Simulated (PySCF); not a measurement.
# C2H7BF2Si: geometry relaxation

The run: geometry relaxation of C2H7BF2Si, SMILES CC[SiH2]B(F)F. Method and program: PBE0-D3(BJ)/def2-SVP geometry optimisation, gas phase (PySCF 2.14.0).

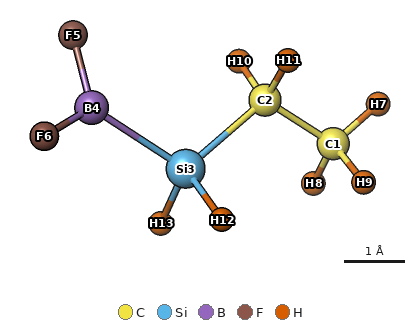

Fig. 1: The input geometry (ball-and-stick view, seen at a tilt; atoms are numbered from 1 in the order of the input). Bond lengths as drawn: B–F 1.29 to 1.32 Å, B–Si 2.03 Å, C–C 1.49 Å, C–H 1.08 to 1.12 Å, C–Si 1.90 Å and H–Si 1.48 Å.

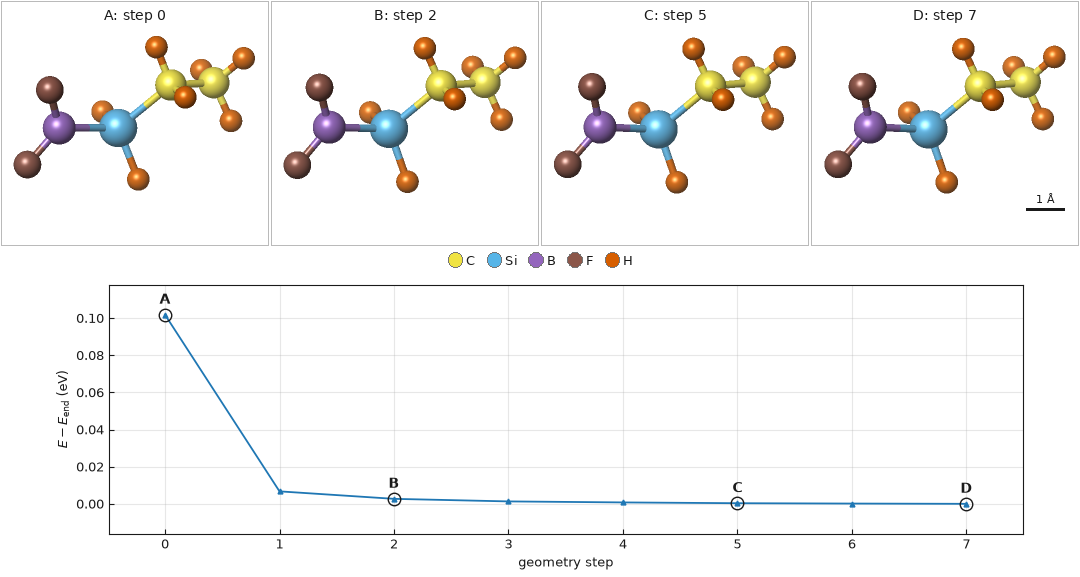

Fig. 2: Frames of the relaxation (ball-and-stick view, seen at a tilt) above the curves, on which the letters mark them (steps are counted from 0).

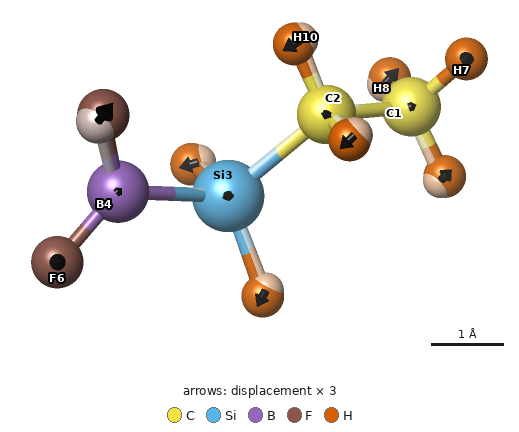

Fig. 3: Start (faint) and end (solid) with the displacements as black arrows, magnified 3 times (ball-and-stick view, seen at a tilt). The two geometries are laid on each other by the best rigid fit. The energy falls by 0.102 eV in 7 geometry steps. Largest force component: 1.6 eV/Å at the start, 0.013 eV/Å at the end. The largest move after the best rigid fit is that of F5, 0.13 Å. By element the largest moves are F 0.13 Å, H 0.10 Å, Si 0.04 Å, C 0.04 Å, B 0.04 Å. Among the contacts that change: C1–C2 1.492 → 1.525 Å, B4–F6 1.292 → 1.320 Å, C1–H9 1.124 → 1.101 Å, Si3–H12 1.477 → 1.498 Å. Among the angles that change: B4–Si3–H13 111.4° → 108.0°, Si3–C2–H10 109.8° → 107.1°, C2–Si3–H12 108.9° → 111.4°. (Atoms are counted from 1 in the order of the input.)

These pictures come from the run below.

### The input
```
{"job": {"xc": "PBE0", "basis": "def2-SVP", "d3": "d3bj", "grid": 1, "shake": 0.01, "kind": "geom"}, "charge": 0, "multiplicity": 1}
C     -2.011850    -0.045890    -0.267900
C     -0.650580    -0.518370     0.119660
Si     0.742610     0.588520    -0.548190
B      2.583100    -0.125230    -0.068360
F      2.805900    -1.402750     0.189670
F      3.636890     0.620250    -0.003790
H     -2.795890    -0.678990     0.123270
H     -2.117970     0.019250    -1.358500
H     -2.206770     0.986900     0.131640
H     -0.515790    -1.535610    -0.238080
H     -0.597110    -0.579340     1.220020
H      0.560980     1.955990    -0.020670
H      0.572300     0.698380    -2.011600
```

The first line tells a small driver script what to run in PySCF; the rest is the geometry in Å.

Command:
```bash
OMP_NUM_THREADS=1 python <driver script> task.json out
```

### Output
```
step   0  E = -593.80726903  max force = 0.031662
step   1  E = -593.81076386  max force = 0.005262
step   2  E = -593.81091207  max force = 0.002279
step   3  E = -593.81096293  max force = 0.000833
step   4  E = -593.81098290  max force = 0.000939
step   5  E = -593.81099852  max force = 0.001000
step   6  E = -593.81100539  max force = 0.000624
step   7  E = -593.81101073  max force = 0.000249
optimisation converged
```

### Trajectory as extended XYZ (Å, eV, eV/Å), 8 frames, from step=0 to step=7
```
13
Properties=species:S:1:pos:R:3:forces:R:3 step=0 energy=-16158.31882
C    -2.0118   -0.0459   -0.2679   -0.4028   1.6281  -0.1364
C    -0.6506   -0.5184    0.1197    0.5886   0.1171   0.4427
Si    0.7426    0.5885   -0.5482   -0.3365  -0.4857   0.4143
B     2.5831   -0.1252   -0.0684   -0.7075  -0.7491  -0.1061
F     2.8059   -1.4027    0.1897   -0.2707  -0.2192  -0.0057
F     3.6369    0.6202   -0.0038    1.0452   1.0093   0.0489
H    -2.7959   -0.6790    0.1233   -0.5281  -0.4680   0.1731
H    -2.1180    0.0192   -1.3585   -0.1487  -0.0422  -0.1368
H    -2.2068    0.9869    0.1316    0.0514  -0.5888  -0.2733
H    -0.5158   -1.5356   -0.2381    0.3122  -0.5453  -0.1837
H    -0.5971   -0.5793    1.2200    0.2444   0.0066   0.0180
H     0.5610    1.9560   -0.0207    0.0500   0.3703   0.1852
H     0.5723    0.6984   -2.0116    0.1026  -0.0331  -0.4401
13
Properties=species:S:1:pos:R:3:forces:R:3 step=1 energy=-16158.41392
C    -1.8083   -0.0263   -0.1951   -0.0210  -0.1243   0.0489
C    -0.4176   -0.5199    0.1997   -0.0552  -0.0660  -0.0711
Si    0.9763    0.5644   -0.4725    0.0585   0.0261   0.0101
B     2.8228   -0.2029   -0.0819    0.1308   0.2320  -0.0067
F     3.0061   -1.5018    0.0758    0.0550   0.0513   0.0245
F     3.9063    0.5619   -0.0034   -0.2367  -0.2706  -0.0008
H    -2.6044   -0.6585    0.2357    0.0670   0.0557  -0.0214
H    -1.9417   -0.0330   -1.2870   -0.0035   0.0012  -0.0499
H    -1.9819    1.0049    0.1457   -0.0337   0.0457   0.0352
H    -0.2554   -1.5538   -0.1571    0.0204   0.0714   0.0028
H    -0.3236   -0.5684    1.2977    0.0364   0.0209   0.0194
H     0.8843    1.9529    0.0883   -0.0029  -0.0442  -0.0296
H     0.8609    0.6774   -1.9671   -0.0150   0.0007   0.0385
13
Properties=species:S:1:pos:R:3:forces:R:3 step=2 energy=-16158.41795
C    -1.8096   -0.0340   -0.1950    0.0092  -0.0224   0.0097
C    -0.4128   -0.5155    0.1909   -0.0404   0.0005  -0.0137
Si    0.9771    0.5736   -0.4782    0.0088  -0.0084  -0.0153
B     2.8146   -0.2002   -0.0759    0.0959   0.1172   0.0206
F     2.9986   -1.4964    0.0974   -0.0264  -0.0382   0.0043
F     3.9006    0.5513    0.0085   -0.0752  -0.0623  -0.0037
H    -2.5939   -0.6752    0.2377    0.0020   0.0011  -0.0008
H    -1.9496   -0.0368   -1.2876    0.0044   0.0039   0.0019
H    -1.9955    0.9943    0.1542   -0.0045  -0.0111   0.0044
H    -0.2399   -1.5442   -0.1698    0.0118   0.0063  -0.0066
H    -0.3102   -0.5644    1.2888    0.0152   0.0048   0.0021
H     0.8831    1.9604    0.0785    0.0018   0.0024  -0.0033
H     0.8610    0.6840   -1.9708   -0.0026   0.0063   0.0004
13
Properties=species:S:1:pos:R:3:forces:R:3 step=3 energy=-16158.41934
C    -1.8098   -0.0478   -0.1939    0.0156   0.0284  -0.0097
C    -0.4047   -0.5098    0.1810   -0.0035   0.0302   0.0213
Si    0.9785    0.5888   -0.4866   -0.0212   0.0125  -0.0256
B     2.8074   -0.1905   -0.0660   -0.0406   0.0080   0.0053
F     2.9618   -1.4899    0.1160    0.0265  -0.0428   0.0033
F     3.9020    0.5400    0.0274    0.0381   0.0173   0.0107
H    -2.5803   -0.7024    0.2407   -0.0257  -0.0280   0.0048
H    -1.9566   -0.0459   -1.2860    0.0028   0.0039   0.0187
H    -2.0110    0.9751    0.1642    0.0079  -0.0219  -0.0090
H    -0.2175   -1.5337   -0.1838    0.0037  -0.0276  -0.0064
H    -0.2925   -0.5591    1.2784    0.0004  -0.0089  -0.0073
H     0.8809    1.9755    0.0663   -0.0078   0.0235   0.0076
H     0.8655    0.6968   -1.9789    0.0038   0.0055  -0.0137
13
Properties=species:S:1:pos:R:3:forces:R:3 step=4 energy=-16158.41988
C    -1.8107   -0.0580   -0.1935    0.0026   0.0108  -0.0004
C    -0.4010   -0.5091    0.1756    0.0126   0.0161   0.0115
Si    0.9767    0.5975   -0.4920   -0.0127   0.0049  -0.0126
B     2.8047   -0.1827   -0.0593   -0.0470  -0.0342  -0.0009
F     2.9592   -1.4829    0.1237   -0.0023  -0.0102  -0.0043
F     3.8996    0.5450    0.0428    0.0483   0.0464   0.0121
H    -2.5752   -0.7212    0.2403   -0.0077  -0.0152  -0.0035
H    -1.9603   -0.0520   -1.2848   -0.0001   0.0016   0.0032
H    -2.0191    0.9612    0.1694    0.0028  -0.0044  -0.0020
H    -0.2063   -1.5314   -0.1915   -0.0009  -0.0135  -0.0014
H    -0.2849   -0.5599    1.2724    0.0013  -0.0088  -0.0042
H     0.8727    1.9850    0.0605   -0.0027   0.0059   0.0028
H     0.8682    0.7055   -1.9852    0.0058   0.0007  -0.0005
13
Properties=species:S:1:pos:R:3:forces:R:3 step=5 energy=-16158.42030
C    -1.8104   -0.0756   -0.1946   -0.0113  -0.0053   0.0081
C    -0.3941   -0.5104    0.1669    0.0188  -0.0067  -0.0048
Si    0.9731    0.6104   -0.4993    0.0008   0.0045   0.0059
B     2.7992   -0.1659   -0.0475   -0.0268  -0.0514  -0.0012
F     2.9528   -1.4677    0.1330   -0.0107   0.0327  -0.0104
F     3.8925    0.5619    0.0739    0.0230   0.0292   0.0094
H    -2.5654   -0.7530    0.2356    0.0099   0.0033  -0.0096
H    -1.9633   -0.0625   -1.2851    0.0000  -0.0001  -0.0090
H    -2.0307    0.9377    0.1766   -0.0023   0.0040   0.0038
H    -0.1877   -1.5297   -0.2038   -0.0062   0.0061   0.0018
H    -0.2727   -0.5644    1.2630    0.0011  -0.0040   0.0003
H     0.8563    1.9977    0.0533    0.0010  -0.0074  -0.0018
H     0.8741    0.7184   -1.9933    0.0026  -0.0048   0.0074
13
Properties=species:S:1:pos:R:3:forces:R:3 step=6 energy=-16158.42049
C    -1.8094   -0.0878   -0.1979   -0.0098  -0.0070   0.0039
C    -0.3895   -0.5126    0.1606    0.0106  -0.0123  -0.0066
Si    0.9705    0.6185   -0.5018    0.0059   0.0038   0.0132
B     2.7950   -0.1527   -0.0373    0.0002  -0.0300  -0.0006
F     2.9499   -1.4550    0.1379   -0.0083   0.0321  -0.0075
F     3.8853    0.5777    0.1007   -0.0013   0.0051   0.0045
H    -2.5583   -0.7752    0.2271    0.0098   0.0069  -0.0072
H    -1.9624   -0.0686   -1.2883    0.0008   0.0007  -0.0082
H    -2.0384    0.9210    0.1801   -0.0035   0.0044   0.0047
H    -0.1757   -1.5294   -0.2132   -0.0050   0.0095  -0.0002
H    -0.2662   -0.5699    1.2563   -0.0005  -0.0005   0.0010
H     0.8437    2.0050    0.0507    0.0013  -0.0072  -0.0022
H     0.8792    0.7260   -1.9962   -0.0002  -0.0053   0.0054
13
Properties=species:S:1:pos:R:3:forces:R:3 step=7 energy=-16158.42064
C    -1.8086   -0.0934   -0.2028   -0.0025  -0.0021  -0.0023
C    -0.3877   -0.5146    0.1569    0.0002  -0.0069  -0.0014
Si    0.9697    0.6222   -0.5002    0.0053   0.0014   0.0100
B     2.7931   -0.1456   -0.0291    0.0128   0.0005   0.0009
F     2.9494   -1.4478    0.1408   -0.0019   0.0096  -0.0016
F     3.8808    0.5871    0.1197   -0.0122  -0.0095   0.0002
H    -2.5554   -0.7862    0.2163    0.0032   0.0033  -0.0030
H    -1.9588   -0.0691   -1.2936    0.0011   0.0021  -0.0031
H    -2.0427    0.9125    0.1802   -0.0020   0.0013   0.0026
H    -0.1706   -1.5294   -0.2197   -0.0013   0.0050  -0.0029
H    -0.2659   -0.5751    1.2526   -0.0019   0.0003   0.0000
H     0.8368    2.0078    0.0522    0.0002  -0.0025  -0.0007
H     0.8835    0.7286   -1.9947   -0.0009  -0.0023   0.0013
```

### Results in brief

```json
{"quantity": "outcome", "value": "converged"}
{"quantity": "total energy", "value": "−593.811011 hartree"}
{"quantity": "dipole moment", "value": "1.42 D"}
{"quantity": "point group", "value": "C1"}
{"quantity": "hardware", "value": "1 CPU thread, shared host"}
{"quantity": "wall time", "value": "41 s"}
{"quantity": "peak memory", "value": "0.51 GiB"}
```
